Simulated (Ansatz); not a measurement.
**C$_{3}$H$_{10}$BGa (SMILES B[CH2][Ga]([CH3])[CH3]): density, localisation and related maps**

```yaml
atoms:
  - { symbol: C, position_ang: [-2.4329, 0.3469, 0.5107] }
  - { symbol: C, position_ang: [-0.7330, 1.2897, -2.2828] }
  - { symbol: C, position_ang: [0.2355, -1.5390, -0.4549] }
  - { symbol: B, position_ang: [-1.7196, 1.2085, 1.5291] }
  - { symbol: Ga, position_ang: [-0.8981, 0.0320, -0.7823] }
  - { symbol: H, position_ang: [-1.6515, 2.4133, 1.3894] }
  - { symbol: H, position_ang: [-1.1047, 0.7081, 2.4494] }
  - { symbol: H, position_ang: [-2.7060, -0.6749, 0.8144] }
  - { symbol: H, position_ang: [-3.1903, 0.8319, -0.1232] }
  - { symbol: H, position_ang: [-0.4973, 2.2935, -1.8915] }
  - { symbol: H, position_ang: [-1.6913, 1.3767, -2.8200] }
  - { symbol: H, position_ang: [0.0479, 1.0017, -3.0013] }
  - { symbol: H, position_ang: [0.8243, -1.3725, 0.4628] }
  - { symbol: H, position_ang: [0.9307, -1.7469, -1.2809] }
  - { symbol: H, position_ang: [-0.3814, -2.4343, -0.2768] }
```

Geometry: PBE0-D3(BJ)/def2-SVP.

These are results of Ansatz, isolated molecule in a Gaussian basis; Kohn-Sham density functional theory, functional PBE0, not measurements.

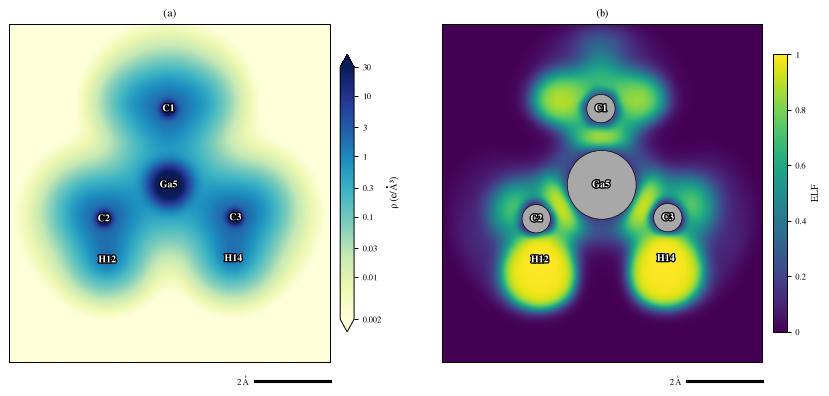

Figure 1. (a) total electron density; (b) ELF on the plane of atoms C2, Ga5 and C3. Grey discs cover the atomic cores in the ELF map.

Question: Read the bonding off the picture.

Answer: The plane passes through C, Ga and H nuclei.
C–Ga (1.96 Å): ρ is about 0.8 e/Å³ halfway; the ELF peaks at about 0.90 in the valence shell of C, 0.7 Å from its nucleus, and is about 0.60 at the midpoint.
C–H (1.10 Å): ρ at the midpoint is about 1.9 e/Å³; the ELF climbs to about 1 towards the hydrogen, as it does in any bond to H (a covalent bond by its length).
C–Ga (2.03 Å): ρ is about 0.66 e/Å³ halfway; the ELF peaks at about 0.85 in the valence shell of C, 0.7 Å from its nucleus, and is about 0.50 at the midpoint.

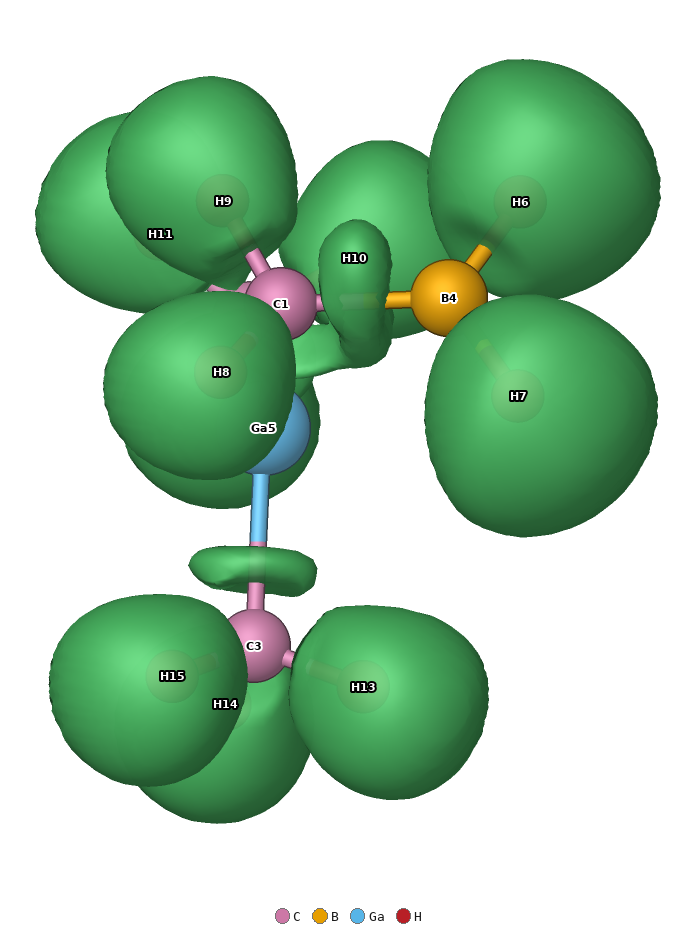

Figure 2. Isosurface of the electron localisation function at 0.8 (green), seen at an oblique angle. Only the valence region is drawn (cores and ρ < 0.01 e/Å³ removed).

Question: Describe the localisation domains.

Answer: At this value the surface marks out one region between bonded B–C atoms (shared pairs), ten regions around hydrogen nuclei and two lobes of the valence shell of C pointing towards Ga (polar bonds). Along the contacts the grid gives the following. C–B (1.51 Å): the ELF peaks at about 0.95 between the atoms, as expected for localised, covalent bonding.

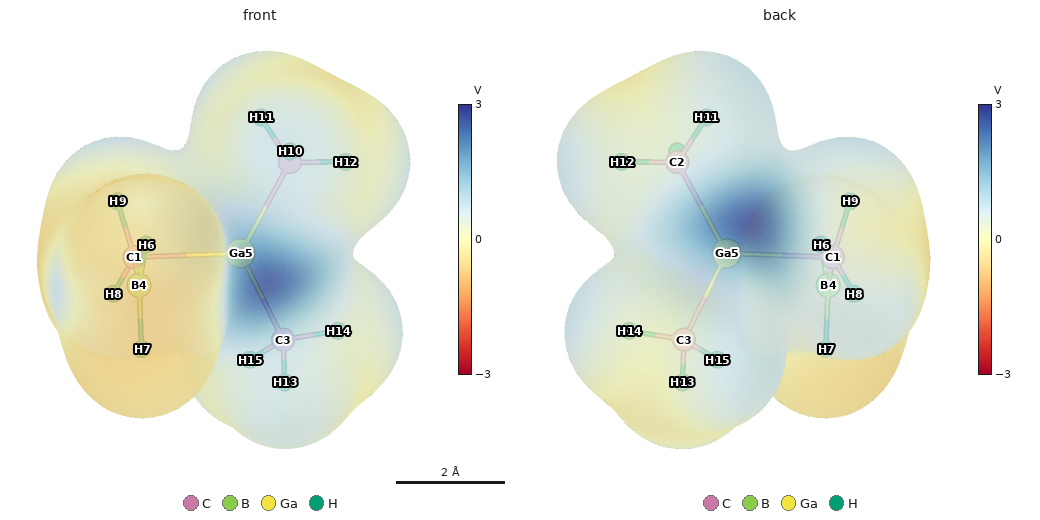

Figure 3. The molecular electrostatic potential painted on the density surface at 0.002 e/bohr³, seen from the front and from behind; the colour scale runs from red (negative) to blue (positive).

Question: Describe the electrostatic potential map.

Answer: The most negative region (about −0.7 V, or −16 kcal/mol for a unit charge) lies over H6, the most positive (about +2.7 V, or +62 kcal/mol for a unit charge) over Ga5.
